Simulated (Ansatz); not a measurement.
## Electronic structure of BF2H5Si2 (SMILES B[SiH2][SiH](F)F) in real space

Input

```
crystal:
  periodic: [false, false, false]
  atoms:
    - {symbol: B, position_ang: [-0.532845, -1.569814, -1.097222]}
    - {symbol: F, position_ang: [3.370036, -3.000278, -1.707036]}
    - {symbol: F, position_ang: [1.716097, -2.864858, 0.295844]}
    - {symbol: Si, position_ang: [1.038464, -0.670998, -1.929127]}
    - {symbol: Si, position_ang: [2.605661, -1.958473, -0.729320]}
    - {symbol: H, position_ang: [-0.996477, -1.156803, -0.063506]}
    - {symbol: H, position_ang: [-0.969264, -2.592700, -1.563165]}
    - {symbol: H, position_ang: [1.258513, 0.765952, -1.578412]}
    - {symbol: H, position_ang: [1.277805, -0.897124, -3.386250]}
    - {symbol: H, position_ang: [3.635788, -1.256887, 0.080744]}
basis:
  gaussian:
    orbitals: def2-TZVPD
hamiltonian:
  xc: pbe0
output: {forces: true, orbitals: {seedname: orbitals}}
```

Launched as:

```sh
ansatz run input.yaml --threads 2 --pin off --max-ram 4350MiB --events-out events.jsonl --progress --plain --runs-dir runs
```

Geometry: r2SCAN-D4/def2-SVP.

Computed with isolated molecule in a Gaussian basis; Kohn-Sham density functional theory, functional PBE0 in Ansatz 0.2.0.

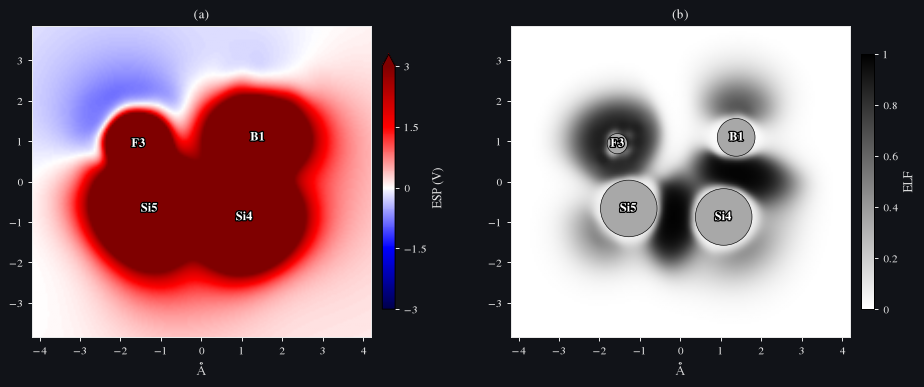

Figure 1. (a) molecular electrostatic potential; (b) electron localisation function on the plane of atoms B1, Si4 and Si5. Grey discs cover the atomic cores in the ELF map.

Question: Describe what can be read from this map.

Answer:
- Atoms in the plane: B, F and Si.
- Si–F (1.63 Å): the ELF peaks at about 0.85 in the valence shell of F, 0.6 Å from its nucleus, and is about 0.55 at the midpoint.
- Si–B (1.99 Å): the ELF peaks at about 1 between the atoms (localised, covalent bonding).
- Si–Si (2.36 Å): the ELF peaks at about 1 between the atoms: a shared electron pair.
- The ELF also peaks beside F3, away from the bonds: lone-pair regions.
- Outside the dense part of the molecule the potential is most negative (−0.8 V) near F3.

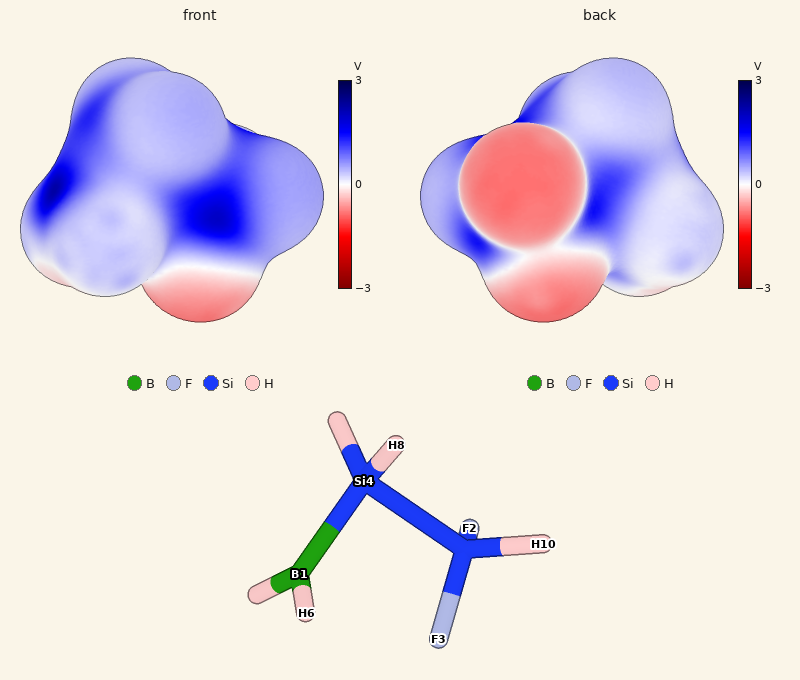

Figure 2. The electrostatic potential painted on the density surface at 0.002 e/bohr³, seen from the front and from behind; red is negative and blue positive. The bare structure is drawn below in the same view.

Question: Where is the surface potential most negative and most positive?

Answer: The most negative region (about −0.8 V, or −18 kcal/mol for a unit charge) lies over F2 and F3, the most positive (about +2.0 V, or +46 kcal/mol for a unit charge) over B1 and Si5.

Question: How polar is the molecule by this calculation?

Answer: Its dipole moment is 2.01 D.

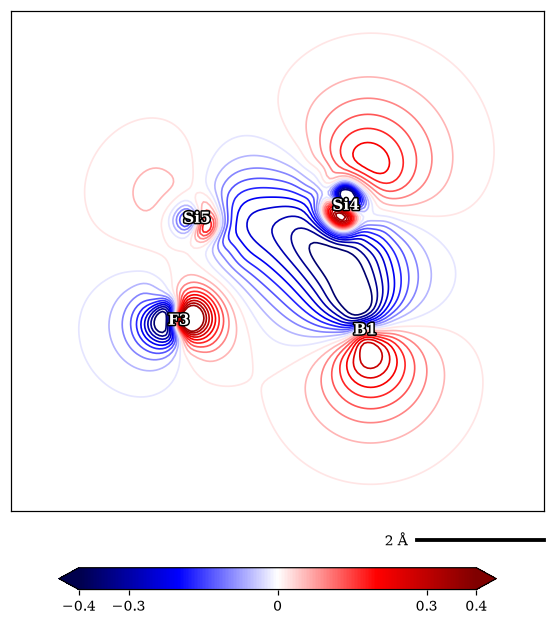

Figure 3. The HOMO−1 on the plane of atoms F3, Si5 and Si4 (values in Å⁻³ᐟ²; the overall sign is arbitrary).

Question: Where does this orbital lie, and at what energy?

Answer: It lies mainly on Si4 (about 35 %), B1 (about 20 %), Si5 (about 10 %), H9 (about 10 %) and H8 (about 10 %). Its energy is −9.33 eV.
